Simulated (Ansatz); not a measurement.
# TiSi2 (C49 type, space group Cmcm), scan of one atom of the cell

Relaxed TiSi2 (C49 type, space group Cmcm):

```
TiSi2
1.0
    1.76330    -6.75838     0.00000
    1.76330     6.75838     0.00000
    0.00000     0.00000     3.56518
Si Ti
4 2
Direct
  0.94167   0.05833   0.75000
  0.05833   0.94167   0.25000
  0.25029   0.74971   0.75000
  0.74971   0.25029   0.25000
  0.60320   0.39680   0.75000
  0.39680   0.60320   0.25000
```

In this cell atom 2 (Si, nearest neighbour Si at 2.380 Å; its periodic images, 3.5 Å or more away, move with it) is moved by s along Cartesian z, unit vector (0.000, 0.000, 1.000); all other atoms and the cell stay fixed.

The numbers are results of r2SCAN (plane waves to 500 eV, PAW, scalar-relativistic; Ansatz, an electronic-structure program), not measurements. k mesh 11×11×11 (Γ-centred), Fermi-Dirac smearing 0.05 eV. E stands for the smeared free energy. Stress and pressure are positive under compression. With partly filled bands, energies and forces of such displacements shift with the k mesh and the smearing. This is one of several known forms of TiSi2; the measured ambient cells at hand have space group No. 70. TiSi2 is run without spin polarisation. TiSi2 was relaxed with its symmetry unable to fall. ΔE is measured from the undisplaced structure.

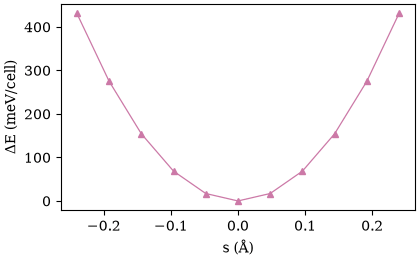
Figure: ΔE (meV/cell) against s (Å); computed points joined by lines.

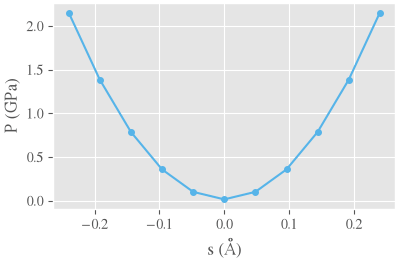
Figure. P (GPa) against s (Å); markers are the computed points, lines only join them.

The energy at s = 0.240 Å comes out as 431 meV/cell and the force along the line at s = -0.240 Å is 3.62 eV/Å. The force constant k = d²E/ds² at s = 0 (finite differences) comes out as 14.8 eV/Å². Harmonic estimate at the end of the scan: ½ks² = 428 meV/cell against the computed 431 meV/cell, so the well is close to harmonic there. Shape of the curve: a single well with its minimum at or next to zero displacement.

The forces along the line at the two nearest points give (0.713 − (-0.713)) / (2·0.048) = 14.85 eV/Å²; the next pair corrects for the finite step.

(For displaced atoms, the force is minus the slope of the energy, and its curvature is a force constant, which sets phonon frequencies.)
